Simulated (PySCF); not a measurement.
# C6H5Cl: the cost of one run

Computed with PySCF 2.14.0 and routines of our own; the level stands in each step. Atoms count from 0.

## 1. The starting structure

12 atoms, charge 1, multiplicity 2; geometry from: GFN2-xTB.

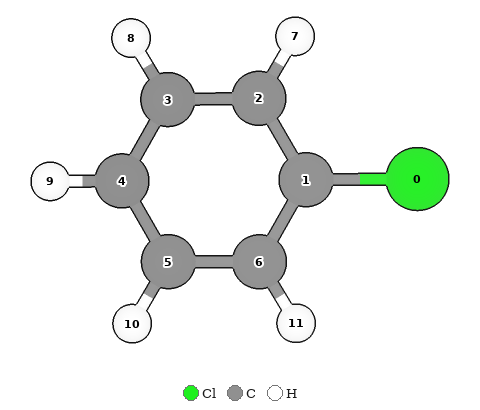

The starting geometry (chlorine green, carbon grey, hydrogen white).

## 2. Open-shell or spin-flip excitations: unrestricted TDA PBE0/def2-SVPD

Job settings and geometry (Å):

```
{"job": {"kind": "uabs", "xc": "PBE0", "basis": "def2-SVPD", "nstates": 10, "tda": true}, "charge": 1, "multiplicity": 2}
Cl     2.757622     1.079007     0.599262
C      1.223921     0.478997     0.265586
C      0.962104    -0.908508     0.406444
C     -0.293297    -1.389931     0.129293
C     -1.308305    -0.512435    -0.288263
C     -1.052790     0.862104    -0.429647
C      0.196672     1.361760    -0.157738
H      1.752546    -1.568644     0.730527
H     -0.506052    -2.443573     0.231715
H     -2.295966    -0.897594    -0.500477
H     -1.843896     1.522783    -0.752418
H      0.408640     2.415349    -0.260312
```

With the program's defaults for keys left out, this is: unrestricted TDA PBE0/def2-SVPD, vertical, gas phase, core orbitals frozen in the response.

Started as:

```bash
OMP_NUM_THREADS=1 python excited_run.py task.json out
```

This one command runs all jobs of the session in turn.

Q: Estimate the wall time and peak memory of this first job on 1 thread of Arm Neoverse V1, shared host.

About 51 s, with a peak of 0.62 GiB.
